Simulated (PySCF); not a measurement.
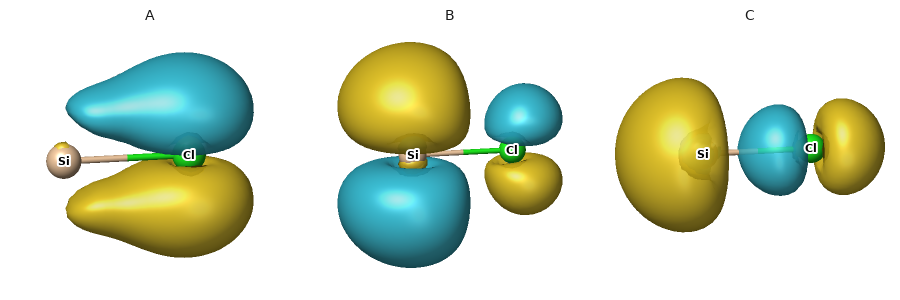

The picture shows: SiCl (charge +1). Three frontier orbitals, each drawn at the value that holds 80 % of its norm (yellow and cyan are the two phases), in no order; of a degenerate pair one member is drawn.

Method: PBE0/def2-SVP, non-relativistic Hamiltonian with scalar-relativistic core potentials where named, at a bond length of 1.978 Å (PySCF 2.14.0).

Question: Name the orbitals and rank them from lowest to highest energy.

Answer: Orbital A: π, occupied, −17.11 eV; mainly on Cl (85 %).
Orbital C: σ, occupied, −16.29 eV; shared between the atoms (Si 70 %, Cl 30 %).
Orbital B: π, empty, −9.73 eV; mainly on Si (85 %).
